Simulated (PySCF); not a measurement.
## C$_{2}$H$_{10}$OSi$_{2}$: one change and its effect

System: C$_{2}$H$_{10}$OSi$_{2}$.
Method of run 1: GIAO WP04/pcSseg-1 NMR shielding, non-relativistic, gas phase (PySCF 2.14.0).

The geometry comes from this level: PBE0-D3(BJ)/def2-SVP. Text and figures count atoms from 1; the logs count them from 0 in places.

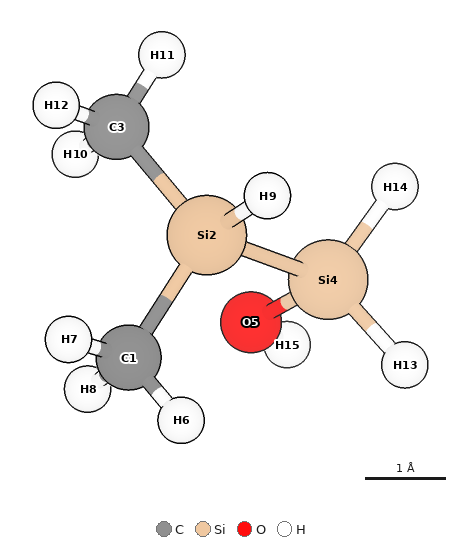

Figure 1. The input geometry (ball-and-stick view, seen at a tilt; atoms are numbered from 1 in the order of the input). Bond lengths as drawn: C–H 1.10 Å, C–Si 1.88 Å, H–O 0.96 Å, H–Si 1.50 Å, O–Si 1.68 Å and Si–Si 2.34 Å.

Input file, run 1:
```
{"job": {"kind": "nmr", "xc": "WP04", "basis": "pcSseg-1", "pop": false}, "charge": 0, "multiplicity": 1}
C      1.552117    -1.038505    -0.984338
Si     0.387948     0.414162    -0.689314
C      1.091717     1.594463     0.600639
Si    -1.662005    -0.406893     0.083066
O     -1.268057    -1.201107     1.510753
H      1.150865    -1.719149    -1.750750
H      2.543273    -0.692809    -1.317525
H      1.678894    -1.611125    -0.052418
H      0.156822     1.149911    -1.977326
H      1.209588     1.070506     1.561908
H      0.421392     2.452847     0.760358
H      2.076020     1.980388     0.292241
H     -2.310716    -1.348778    -0.892381
H     -2.661647     0.686783     0.336233
H     -1.994056    -1.613917     1.987465
```

The first line tells a small driver script what to run in PySCF; the rest is the geometry in Å.

Hardware: 1 CPU thread, shared host.

Output (run 1):
```
coarse grid: 12712 points
cycle   1  E = -746.3992079915  dE =  1.005e-01  |g| = 1.198e+00  |ddm| = 3.382e+00
cycle   2  E = -745.7465561156  dE =  6.527e-01  |g| = 2.083e+00  |ddm| = 3.054e+00
cycle   3  E = -746.6586914557  dE = -9.121e-01  |g| = 2.569e-01  |ddm| = 2.590e+00
cycle   4  E = -746.6704586724  dE = -1.177e-02  |g| = 1.161e-01  |ddm| = 2.862e-01
cycle   5  E = -746.6735883626  dE = -3.130e-03  |g| = 1.829e-02  |ddm| = 1.007e-01
cycle   6  E = -746.6736886699  dE = -1.003e-04  |g| = 3.562e-03  |ddm| = 2.851e-02
cycle   7  E = -746.6736918747  dE = -3.205e-06  |g| = 6.875e-04  |ddm| = 4.876e-03
final grid: 111200 points
cycle   8  E = -746.7235716800  dE = -3.032e-05  |g| = 7.099e-03  |ddm| = 1.985e-02
cycle   9  E = -746.7235619437  dE =  9.736e-06  |g| = 9.495e-03  |ddm| = 1.275e-02
cycle  10  E = -746.7235835460  dE = -2.160e-05  |g| = 8.254e-04  |ddm| = 7.555e-03
cycle  11  E = -746.7235836510  dE = -1.051e-07  |g| = 2.921e-04  |ddm| = 8.468e-04
cycle  12  E = -746.7235836663  dE = -1.530e-08  |g| = 7.874e-05  |ddm| = 2.848e-04
cycle  13  E = -746.7235836677  dE = -1.347e-09  |g| = 1.176e-05  |ddm| = 8.528e-05
cycle  14  E = -746.7235836677  dE = -3.365e-11  |g| = 2.271e-06  |ddm| = 1.804e-05
converged SCF energy = -746.7235836677

GIAO shielding tensors (ppm)
atom      isotropic    diamagn.    paramagn.     s11        s22        s33       span
  0 C      176.794     254.695     -77.901    172.098    175.755    182.530     10.431
  1 Si     372.639     884.445    -511.806    342.564    370.129    405.224     62.659
  2 C      176.770     254.862     -78.092    172.055    175.732    182.523     10.468
  3 Si     358.498     881.701    -523.203    296.153    348.313    431.027    134.874
  4 O      324.593     392.650     -68.057    282.301    330.714    360.764     78.463
  5 H       31.330      30.814       0.516     27.171     28.692     38.127     10.956
  6 H       31.208      29.662       1.546     26.930     28.867     37.828     10.898
  7 H       31.097      32.505      -1.408     27.184     29.577     36.529      9.346
  8 H       28.278      30.870      -2.591     25.384     26.437     33.014      7.630
  9 H       31.098      32.640      -1.542     27.187     29.579     36.528      9.340
 10 H       31.331      31.099       0.232     27.173     28.695     38.126     10.953
 11 H       31.208      29.774       1.434     26.930     28.867     37.826     10.896
 12 H       27.114      29.945      -2.831     24.160     25.650     31.532      7.372
 13 H       27.115      30.050      -2.935     24.164     25.651     31.529      7.365
 14 H       31.154      30.181       0.973     22.598     25.709     45.155     22.557
```

Run 2 used a changed input.

The two runs side by side:

```tsv
quantity	run 1	run 2
outcome	converged	converged
total energy (hartree)	−746.723584	−736.401190
HOMO (eV)	−8.84	−9.47
LUMO (eV)	−1.57	1.80
dipole moment (D)	0.56	0.63
shielding of C1 (ppm)	176.8	190.8
shielding of Si2 (ppm)	372.6	396.1
shielding of C3 (ppm)	176.8	190.8
shielding of Si4 (ppm)	358.5	369.5
shielding of O5 (ppm)	324.6	342.5
shielding of H13 (ppm)	27.1	26.2
shielding of H14 (ppm)	27.1	26.2
SCF iterations	14	13
basis functions	149	149
wall time (shared host)	12 s	15 s
```

What was changed in the input?

The change (lines with − go, lines with + come):
```diff
-"xc": "WP04"
+"xc": "wB97X-D"
```

The total energies belong to different methods, so their difference says nothing on which is more stable or more accurate. The HOMO goes from −8.84 to −9.47 eV. The LUMO goes from −1.57 to 1.80 eV. The dipole moment goes from 0.56 to 0.63 D. Of all shieldings, the largest change is that of Si2, by +23.5 ppm. The functional changes from WP04 to wB97X-D. Exact exchange removes part of the self-interaction error of semilocal functionals, which pushes filled and empty levels apart. The SCF takes 13 iterations against 14.

Output (run 2):
```
coarse grid: 12712 points
cycle   1  E = -736.2522106976  dE =  9.103e-02  |g| = 7.369e-01  |ddm| = 3.216e+00
cycle   2  E = -736.2223915330  dE =  2.982e-02  |g| = 8.733e-01  |ddm| = 1.139e+00
cycle   3  E = -736.3565827799  dE = -1.342e-01  |g| = 5.592e-02  |ddm| = 6.657e-01
cycle   4  E = -736.3572190909  dE = -6.363e-04  |g| = 2.444e-02  |ddm| = 6.921e-02
cycle   5  E = -736.3573685108  dE = -1.494e-04  |g| = 3.945e-03  |ddm| = 2.421e-02
cycle   6  E = -736.3573739951  dE = -5.484e-06  |g| = 6.857e-04  |ddm| = 7.446e-03
final grid: 111200 points
cycle   7  E = -736.4011850353  dE = -1.134e-04  |g| = 4.374e-03  |ddm| = 3.025e-02
cycle   8  E = -736.4011878832  dE = -2.848e-06  |g| = 3.342e-03  |ddm| = 6.985e-03
cycle   9  E = -736.4011901702  dE = -2.287e-06  |g| = 6.058e-04  |ddm| = 2.333e-03
cycle  10  E = -736.4011902513  dE = -8.109e-08  |g| = 3.429e-04  |ddm| = 9.912e-04
cycle  11  E = -736.4011902756  dE = -2.432e-08  |g| = 6.793e-05  |ddm| = 3.353e-04
cycle  12  E = -736.4011902771  dE = -1.498e-09  |g| = 1.180e-05  |ddm| = 1.085e-04
cycle  13  E = -736.4011902772  dE = -1.055e-10  |g| = 2.699e-06  |ddm| = 4.030e-05
converged SCF energy = -736.4011902772

GIAO shielding tensors (ppm)
atom      isotropic    diamagn.    paramagn.     s11        s22        s33       span
  0 C      190.820     254.343     -63.523    185.102    188.745    198.613     13.511
  1 Si     396.137     881.518    -485.381    363.461    393.532    431.420     67.959
  2 C      190.803     254.475     -63.673    185.064    188.735    198.610     13.545
  3 Si     369.541     879.094    -509.552    300.596    351.354    456.675    156.080
  4 O      342.523     389.345     -46.821    292.517    355.972    379.080     86.562
  5 H       31.170      30.433       0.738     26.517     28.198     38.796     12.278
  6 H       31.016      29.562       1.454     26.256     28.465     38.327     12.072
  7 H       30.910      31.663      -0.752     26.550     29.222     36.960     10.410
  8 H       27.498      30.045      -2.547     24.379     25.634     32.482      8.103
  9 H       30.910      31.776      -0.865     26.552     29.222     36.957     10.405
 10 H       31.171      30.655       0.517     26.520     28.201     38.794     12.275
 11 H       31.016      29.657       1.359     26.256     28.465     38.327     12.071
 12 H       26.206      29.023      -2.817     23.132     24.761     30.726      7.594
 13 H       26.207      29.089      -2.883     23.135     24.762     30.723      7.588
 14 H       31.193      29.804       1.389     22.199     25.605     45.775     23.577
```
